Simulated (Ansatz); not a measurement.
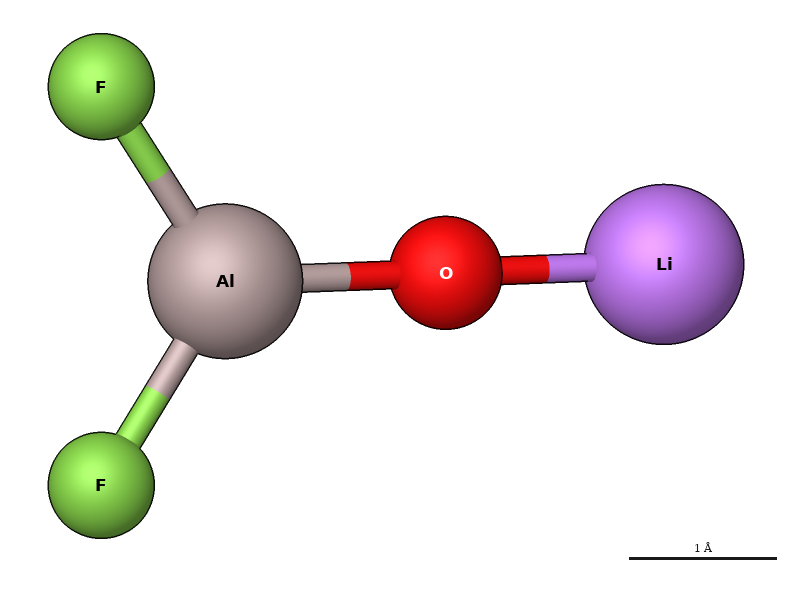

The picture shows a molecular structure as a ball-and-stick model.

**Count the atoms of each element.**

AlLiOF2, 5 atoms: 1 aluminium, 1 lithium, 1 oxygen and 2 fluorine.

**What is the point group of this geometry?**

C2v.

**What is its SMILES?**

[Li][O][Al]([F])[F]

**How many atoms are distinct by symmetry?**

4: 1 Li, 1 O, 1 Al, 2 F.

**How many bonds of each kind are drawn?**

2 Al–F, 1 Li–O, 1 Al–O.

More results for the same structure follow; atom numbers are the same in all pictures, views and colours differ. Computed geometry: PBE0-D4/def2-TZVP optimisation. No frequency run is at hand to confirm it as a minimum.

## Shape

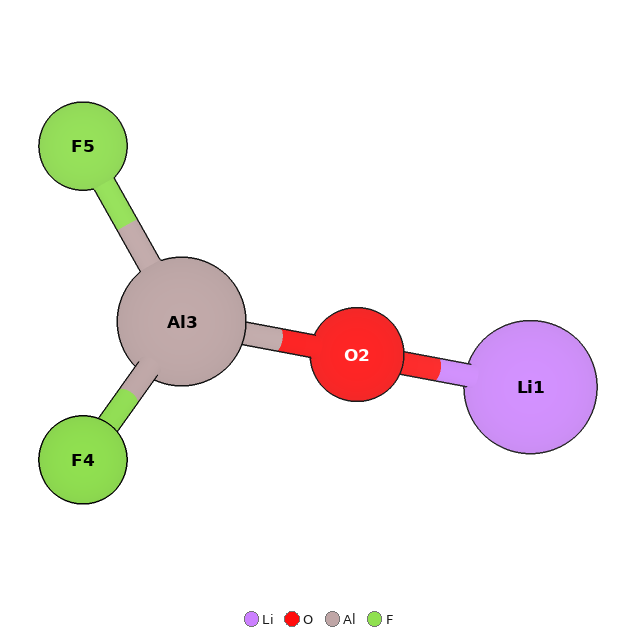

The atoms are numbered. No frequency run is at hand to confirm it as a minimum.

**How are the neighbours of atom 2 arranged?**

O2 has 2 neighbours (Li1 at 1.63, Al3 at 1.64 Å); the arrangement is linear.

**How are the neighbours of atom 3 arranged?**

Al3 has 3 neighbours (O2 at 1.64, F4 at 1.65, F5 at 1.65 Å); the arrangement is trigonal planar.

## Charges

The questions are on Mulliken charges. No frequency run is at hand to confirm it as a minimum. Method: RKS PBE0-D4/def2-TZVP (Ansatz 0.2.0).

**Which atom carries the highest charge (most positive or least negative)?**

Al3 (0.85 e).

**And the lowest?**

O2 (−0.88 e).

Give the Mulliken charges atom by atom.

```
atom  value (e)
 Li1       0.78
  O2      −0.88
 Al3       0.85
  F4      −0.38
  F5      −0.38
```

## Dipole moment

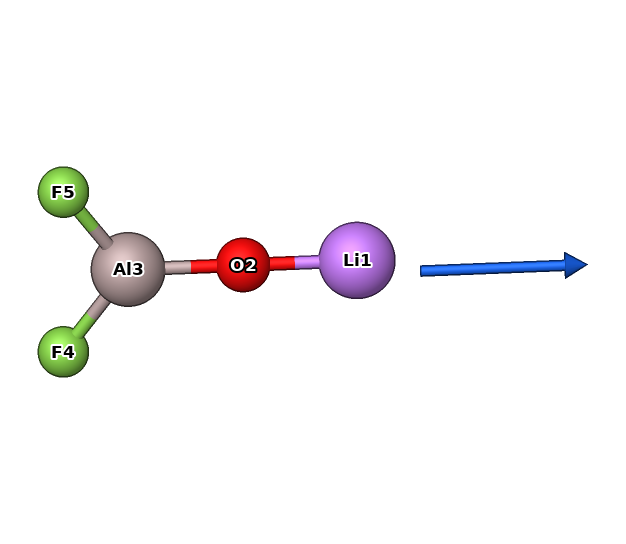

The arrow beside the molecule shows the direction of the dipole moment, from the negative to the positive end (its length means nothing). No frequency run is at hand to confirm it as a minimum. Method: RKS PBE0-D4/def2-TZVP (Ansatz 0.2.0).

**Estimate the dipole moment.**

8.28 D; it points from the side of F4, F5 to the side of Li1 (the outermost atoms at the two ends).

## Electronic properties

No frequency run is at hand to confirm it as a minimum. Level of theory: RKS PBE0-D4/def2-TZVPP (Ansatz 0.2.0).

Predict the main results.

- HOMO energy (Kohn–Sham orbital): −7.45 eV
- LUMO energy (Kohn–Sham orbital): −1.29 eV
- HOMO–LUMO gap: 6.16 eV

Mulliken values depend strongly on the basis set and can even reverse the polarity of a bond.
